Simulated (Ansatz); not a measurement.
System: CH$_{3}$NSSi (SMILES SC1=N[SiH2]1).

Input file:

```
crystal:
  periodic: [false, false, false]
  atoms:
    - {symbol: S, position_ang: [-1.097178, 0.656050, -1.894363]}
    - {symbol: C, position_ang: [-0.235240, -0.118312, -0.612040]}
    - {symbol: N, position_ang: [0.226948, -1.310834, -0.542564]}
    - {symbol: Si, position_ang: [0.575911, -0.402133, 0.948369]}
    - {symbol: H, position_ang: [-1.235044, 1.831275, -1.263336]}
    - {symbol: H, position_ang: [-0.191877, -0.715911, 2.169790]}
    - {symbol: H, position_ang: [1.956489, 0.059855, 1.194134]}
basis:
  gaussian: {orbitals: def2-TZVPP}
hamiltonian: {xc: pbe0, dispersion: d4}
output: {orbitals: {seedname: orbitals}}
```

Launched as:

```sh
ansatz run in.yaml --threads 2 --pin off --events-out ev --progress --plain --max-ram 4352MiB
```

Geometry: PBE0-D4/def2-TZVP.

Theory: RKS PBE0-D4/def2-TZVPP in Ansatz.

### What will maps of the electron density and electron localisation function show?

C–N (1.28 Å): ρ is about 2.8 e/Å³ halfway; the ELF peaks at about 0.90 between the atoms (a covalent bond).
C–S (1.73 Å): ρ is about 1.4 e/Å³ halfway; the ELF peaks at about 0.90 between the atoms (localised, covalent bonding).
Si–N (1.78 Å): the density is about 1 e/Å³ at the midpoint; the ELF peaks at about 0.80 between the atoms (a shared but strongly polarised pair).
C–Si (1.78 Å): ρ at the midpoint is about 0.92 e/Å³; the ELF peaks at about 0.75 between the atoms.

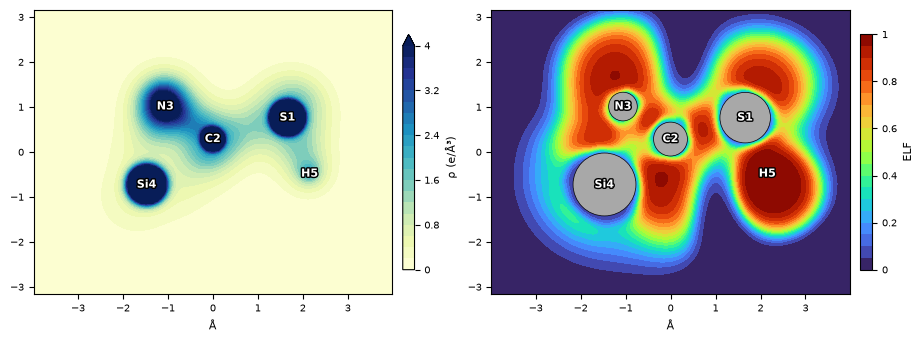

Computed electron density and electron localisation function on the plane of atoms S1, C2 and N3, in this order. Grey discs cover the atomic cores in the ELF map. 
